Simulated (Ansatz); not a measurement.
# C8H16N2OTi (SMILES C[O][Ti]1234([NH2])([N](C)C)[CH]5[CH]1[CH]2[CH]3[CH]54): what the fields show

Input file:

```
crystal:
  periodic: [false, false, false]
  atoms:
    - {symbol: C, position_ang: [-1.286389, -0.663294, -2.648555]}
    - {symbol: O, position_ang: [-0.173128, -0.722677, -1.812321]}
    - {symbol: Ti, position_ang: [-0.046314, -0.493430, -0.006011]}
    - {symbol: N, position_ang: [-1.542809, -1.297408, 0.854415]}
    - {symbol: N, position_ang: [-0.563796, 1.338982, 0.097285]}
    - {symbol: C, position_ang: [-0.989569, 1.949660, 1.329579]}
    - {symbol: C, position_ang: [-0.178585, 2.320489, -0.884010]}
    - {symbol: C, position_ang: [2.313673, -0.540504, -0.027409]}
    - {symbol: C, position_ang: [1.915338, -0.052801, 1.239805]}
    - {symbol: C, position_ang: [1.263656, -1.099294, 1.917378]}
    - {symbol: C, position_ang: [1.260193, -2.232405, 1.070939]}
    - {symbol: C, position_ang: [1.921757, -1.890172, -0.120789]}
    - {symbol: H, position_ang: [-1.885855, 0.238342, -2.460974]}
    - {symbol: H, position_ang: [-0.965479, -0.648280, -3.696680]}
    - {symbol: H, position_ang: [-1.935450, -1.535743, -2.503966]}
    - {symbol: H, position_ang: [-1.600089, -2.087066, 1.477192]}
    - {symbol: H, position_ang: [-2.473491, -0.971793, 0.625860]}
    - {symbol: H, position_ang: [-1.309195, 1.189773, 2.044331]}
    - {symbol: H, position_ang: [-0.187284, 2.544571, 1.795767]}
    - {symbol: H, position_ang: [-1.834633, 2.632651, 1.156242]}
    - {symbol: H, position_ang: [0.112018, 1.838319, -1.818407]}
    - {symbol: H, position_ang: [-1.008135, 3.011214, -1.095488]}
    - {symbol: H, position_ang: [0.669155, 2.935162, -0.540578]}
    - {symbol: H, position_ang: [2.802687, 0.031679, -0.802391]}
    - {symbol: H, position_ang: [2.065322, 0.950373, 1.610206]}
    - {symbol: H, position_ang: [0.808949, -1.036315, 2.894688]}
    - {symbol: H, position_ang: [0.810551, -3.188945, 1.292585]}
    - {symbol: H, position_ang: [2.036881, -2.521099, -0.988696]}
basis:
  gaussian: {orbitals: def2-TZVPP}
hamiltonian: {xc: pbe0, dispersion: d4}
output: {orbitals: {seedname: orbitals}}
```

Command:

```sh
ansatz run in.yaml --threads 11 --pin off --events-out ev --progress --plain --max-ram 174080MiB --backend cuda --devices 0, --max-vram 75GiB
```

Geometry: PBE0-D4/def2-TZVP.

Method: RKS PBE0-D4/def2-TZVPP in Ansatz.

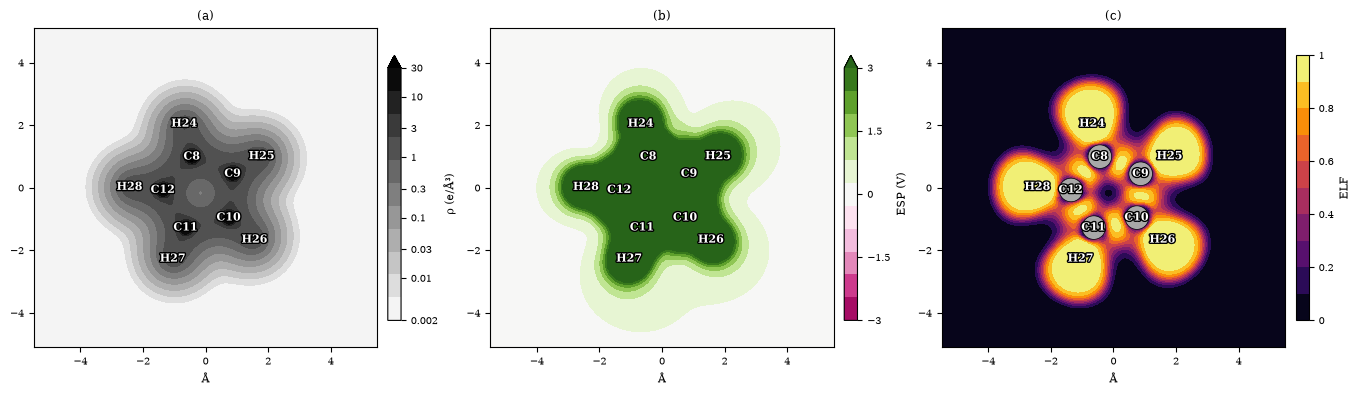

Figure 1. (a) electron density; (b) molecular electrostatic potential; (c) ELF on the plane of atoms C10, C9 and H25. Grey discs cover the atomic cores in the ELF map.

> Describe what can be read from this map.

The plane passes through C and H nuclei. C–C (1.41 Å): ρ at the midpoint is about 2.1 e/Å³; the ELF peaks at about 0.95 between the atoms (localised, covalent bonding). The potential has no marked negative region in this plane.

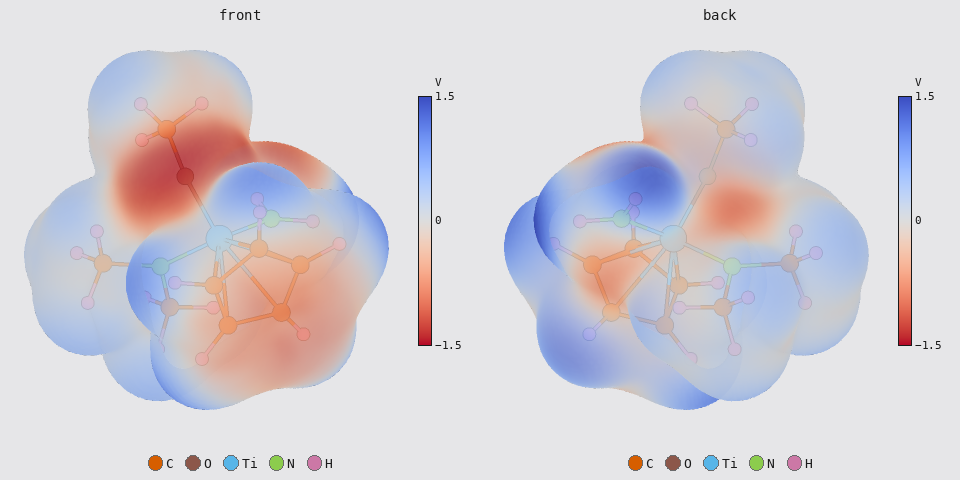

Figure 2. The molecular electrostatic potential painted on the density surface at 0.002 e/bohr³, seen from the front and from behind; the colour scale runs from red (negative) to blue (positive).

> Describe the electrostatic potential map.

The most negative region (about −1.3 V) lies over O2, the most positive (about +1.4 V) over H16 and H17. O2 is the likeliest acceptor of a hydrogen bond.

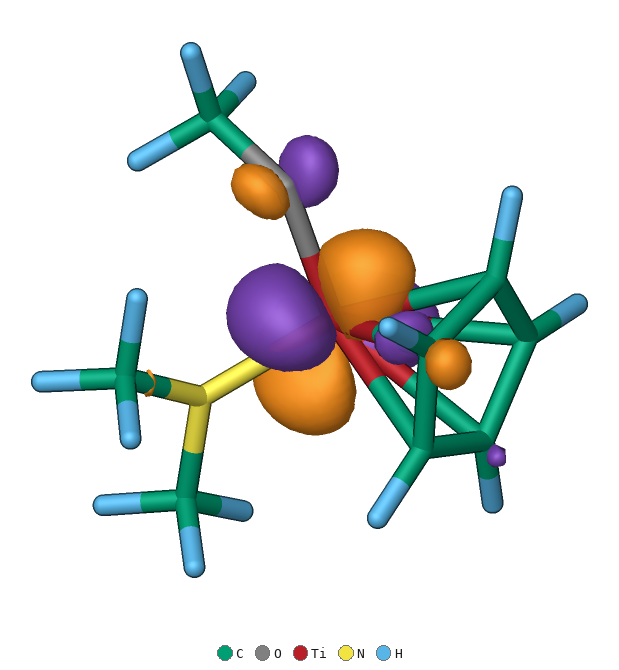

Figure 3. The LUMO at ±0.15 Å⁻³ᐟ² (orange and purple are the two phases), seen across its widest extent.

> Describe this orbital and give its energy.

It lies mainly on Ti3 (about 65 %). Its energy is −0.87 eV.
